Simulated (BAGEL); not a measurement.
# UHF/STO-3G (density fitting with qzvpp-jkfit) run of C4H7 (SMILES [CH]=C(C)C)

Aim: the vertical doublet–quartet gap of C4H7 at UHF/STO-3G (density fitting with qzvpp-jkfit), from 2 runs. 

The results are computed with BAGEL 1.2.2.

## 1. Starting point

C4H7: 11 atoms, total charge 0, spin state doublet. As SMILES, `[CH]=C(C)C`. Geometry: relaxed at GFN2-xTB.

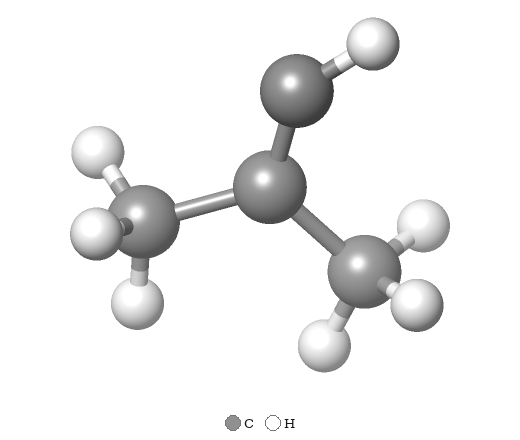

Viewed from a chosen angle; carbon grey, hydrogen white.

## 2. The energy at UHF/STO-3G (density fitting with qzvpp-jkfit)

job.json reads:

```json
{ "bagel" : [

{
  "title" : "molecule",
  "basis" : "sto-3g",
  "df_basis" : "qzvpp-jkfit",
  "angstrom" : true,
  "geometry" : [
    { "atom" : "C", "xyz" : [   -0.810180,    1.448250,    0.227710 ] },
    { "atom" : "C", "xyz" : [   -0.185240,    0.320240,    0.101860 ] },
    { "atom" : "C", "xyz" : [    0.201380,   -0.511950,    1.302740 ] },
    { "atom" : "C", "xyz" : [    0.205710,   -0.236170,   -1.266710 ] },
    { "atom" : "H", "xyz" : [   -1.199600,    2.228880,   -0.380920 ] },
    { "atom" : "H", "xyz" : [    0.882210,    0.046740,    1.942780 ] },
    { "atom" : "H", "xyz" : [    0.686940,   -1.436160,    1.003980 ] },
    { "atom" : "H", "xyz" : [   -0.681390,   -0.756030,    1.890720 ] },
    { "atom" : "H", "xyz" : [   -0.679300,   -0.357760,   -1.887750 ] },
    { "atom" : "H", "xyz" : [    0.881050,    0.452460,   -1.770850 ] },
    { "atom" : "H", "xyz" : [    0.698420,   -1.198490,   -1.163560 ] }
  ]
},
{
  "title" : "uhf",
  "nopen" : 1
},
{
  "title" : "print",
  "file" : "orbitals.molden",
  "orbitals" : true
}

]}
```

Launch:

```bash
$ BAGEL_NUM_THREADS=1 BAGEL job.json > job.out
```

What it wrote:

```text
* using 1 threads per process

  ===============================================================
  ===============================================================

  *** Geometry ***

  { "atom" : "C", "xyz" : [     -1.531018,      2.736796,      0.430310 ] },
  { "atom" : "C", "xyz" : [     -0.350053,      0.605166,      0.192488 ] },
  { "atom" : "C", "xyz" : [      0.380553,     -0.967445,      2.461822 ] },
  { "atom" : "C", "xyz" : [      0.388736,     -0.446297,     -2.393735 ] },
  { "atom" : "H", "xyz" : [     -2.266915,      4.211973,     -0.719834 ] },
  { "atom" : "H", "xyz" : [      1.667135,      0.088326,      3.671322 ] },
  { "atom" : "H", "xyz" : [      1.298128,     -2.713949,      1.897247 ] },
  { "atom" : "H", "xyz" : [     -1.287640,     -1.428690,      3.572943 ] },
  { "atom" : "H", "xyz" : [     -1.283691,     -0.676068,     -3.567330 ] },
  { "atom" : "H", "xyz" : [      1.664943,      0.855025,     -3.346422 ] },
  { "atom" : "H", "xyz" : [      1.319823,     -2.264818,     -2.198810 ] },

  Number of auxiliary basis functions:      426

  Since a DF basis is specified, we compute 2- and 3-index integrals:
    o Being stored without compression. Storage requirement is 0.002 GB

  Number of basis functions:       27
  Number of electrons      :       31

    * METHOD: MOLECULE                             0.12

  *** Open-shell HF ***

  === Nuclear Repulsion ===
   112.1874117344

      * DIIS with orbital gradients will be used.

  === UHF iteration (sto-3g) ===
      0       -153.52835152          0.02237762           0.02
      1       -153.57319571          0.00947701           0.02
      2       -153.58059698          0.00443499           0.03
      3       -153.58273811          0.00152583           0.03
      4       -153.58490382          0.00034750           0.02
      5       -153.58672677          0.00020399           0.02
      6       -153.58908449          0.00016128           0.02
      7       -153.59102824          0.00015621           0.03
      8       -153.58965793          0.00016106           0.03
      9       -153.59531622          0.00012960           0.02
     10       -153.59322881          0.00027766           0.02
     11       -153.59487701          0.00013592           0.03
     12       -153.59534566          0.00001974           0.03
     13       -153.59536590          0.00001306           0.03
     14       -153.59537146          0.00000077           0.02
     15       -153.59537147          0.00000040           0.02
     16       -153.59537147          0.00000011           0.03
     17       -153.59537148          0.00000005           0.03
     18       -153.59537148          0.00000002           0.02
     19       -153.59537148          0.00000001           0.02
    * SCF iteration converged.

    * S^2 (UHF) is 1.1081

    * Permanent dipole moment:
           (   -0.032375,     0.044028,     0.096629) a.u.

    * METHOD: UHF                                  0.53

    * METHOD: PRINT                                0.00

  ===============================================================
```

Wall time 0.83 s (1 thread of Arm Neoverse V2, shared host).

## 3. The quartet

input.json reads:

```json
{ "bagel": [

{
  "title": "molecule",
  "basis": "sto-3g",
  "df_basis": "qzvpp-jkfit",
  "angstrom": true,
  "geometry": [
    { "atom": "C", "xyz": [   -0.810180,    1.448250,    0.227710 ] },
    { "atom": "C", "xyz": [   -0.185240,    0.320240,    0.101860 ] },
    { "atom": "C", "xyz": [    0.201380,   -0.511950,    1.302740 ] },
    { "atom": "C", "xyz": [    0.205710,   -0.236170,   -1.266710 ] },
    { "atom": "H", "xyz": [   -1.199600,    2.228880,   -0.380920 ] },
    { "atom": "H", "xyz": [    0.882210,    0.046740,    1.942780 ] },
    { "atom": "H", "xyz": [    0.686940,   -1.436160,    1.003980 ] },
    { "atom": "H", "xyz": [   -0.681390,   -0.756030,    1.890720 ] },
    { "atom": "H", "xyz": [   -0.679300,   -0.357760,   -1.887750 ] },
    { "atom": "H", "xyz": [    0.881050,    0.452460,   -1.770850 ] },
    { "atom": "H", "xyz": [    0.698420,   -1.198490,   -1.163560 ] }
  ]
},
{
  "title": "uhf",
  "nopen": 3
},
{
  "title": "print",
  "file": "orbitals.molden",
  "orbitals": true
}

]}
```

Launch:

```bash
$ BAGEL_NUM_THREADS=1 BAGEL input.json > input.out
```

What it wrote:

```text
* using 1 threads per process

  ===============================================================
  ===============================================================

  *** Geometry ***

  { "atom" : "C", "xyz" : [     -1.531018,      2.736796,      0.430310 ] },
  { "atom" : "C", "xyz" : [     -0.350053,      0.605166,      0.192488 ] },
  { "atom" : "C", "xyz" : [      0.380553,     -0.967445,      2.461822 ] },
  { "atom" : "C", "xyz" : [      0.388736,     -0.446297,     -2.393735 ] },
  { "atom" : "H", "xyz" : [     -2.266915,      4.211973,     -0.719834 ] },
  { "atom" : "H", "xyz" : [      1.667135,      0.088326,      3.671322 ] },
  { "atom" : "H", "xyz" : [      1.298128,     -2.713949,      1.897247 ] },
  { "atom" : "H", "xyz" : [     -1.287640,     -1.428690,      3.572943 ] },
  { "atom" : "H", "xyz" : [     -1.283691,     -0.676068,     -3.567330 ] },
  { "atom" : "H", "xyz" : [      1.664943,      0.855025,     -3.346422 ] },
  { "atom" : "H", "xyz" : [      1.319823,     -2.264818,     -2.198810 ] },

  Number of auxiliary basis functions:      426

  Since a DF basis is specified, we compute 2- and 3-index integrals:
    o Being stored without compression. Storage requirement is 0.002 GB

  Number of basis functions:       27
  Number of electrons      :       31

    * METHOD: MOLECULE                             0.12

  *** Open-shell HF ***

  === Nuclear Repulsion ===
   112.1874117344

      * DIIS with orbital gradients will be used.

  === UHF iteration (sto-3g) ===
      0       -153.37754285          0.02403020           0.02
      1       -153.44580595          0.00824372           0.02
      2       -153.45535827          0.00321140           0.02
      3       -153.45751568          0.00066094           0.02
      4       -153.45772914          0.00018774           0.02
      5       -153.45779704          0.00005299           0.02
      6       -153.45780923          0.00002219           0.02
      7       -153.45781164          0.00000460           0.02
      8       -153.45781177          0.00000156           0.02
      9       -153.45781180          0.00000093           0.02
     10       -153.45781181          0.00000045           0.02
     11       -153.45781182          0.00000007           0.02
     12       -153.45781182          0.00000003           0.02
     13       -153.45781182          0.00000001           0.02
    * SCF iteration converged.

    * S^2 (UHF) is 3.7717

    * Permanent dipole moment:
           (   -0.023123,     0.029451,     0.080665) a.u.

    * METHOD: UHF                                  0.36

    * METHOD: PRINT                                0.00

  ===============================================================
```

It took 0.64 s on 1 thread of Arm Neoverse V2, shared host.

## 4. Results

Level: UHF/STO-3G (density fitting with qzvpp-jkfit).

| quantity | value |
| --- | --- |
| doublet: total energy | -153.59537 Eh |
| doublet: dipole moment | 0.28 D |
| doublet: ⟨S²⟩ | 1.108 |
| quartet: total energy | -153.45781 Eh |
| quartet: dipole moment | 0.23 D |
| quartet: ⟨S²⟩ | 3.772 |
| vertical energy of the quartet above the doublet | 3.743 eV |

In words: At this shape the quartet lies 3.74 eV (361 kJ/mol) above the doublet. In a minimal basis such a difference can be off by several eV, whatever the method. ⟨S²⟩ (doublet) is 1.11 where a pure doublet has 0.75: the reference is spin-contaminated.
